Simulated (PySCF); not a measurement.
Ga(OMe)2(SeH), C2H7GaO2Se, SMILES [SeH][Ga]([O]C)[O]C, B3LYP/def2-SVP optimised geometry. Atoms within 1.6 Å of the plane z = 1.0 Å (x, y, z in Å): Ga1 (-0.25, 0.56, 0.00), O2 (0.64, 2.10, 0.01), C3 (2.05, 2.23, 0.00), H5 (2.38, 2.79, 0.90), H6 (2.58, 1.26, 0.00), O7 (0.75, -0.92, -0.01), C8 (0.30, -2.25, -0.03), H9 (-0.81, -2.35, -0.04), H11 (0.66, -2.80, 0.87), Se12 (-2.58, 0.56, 0.00), H13 (-2.58, 2.04, 0.00).

Calculation: B3LYP/def2-TZVP in PySCF.

Map of the electron localisation function on the plane z = 1.0 Å:

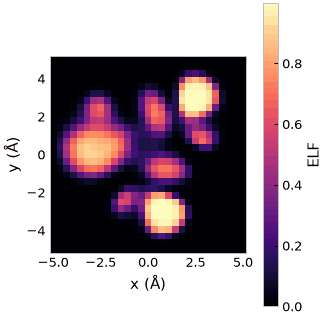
Electron localisation function on the plane z = 1.0 Å.
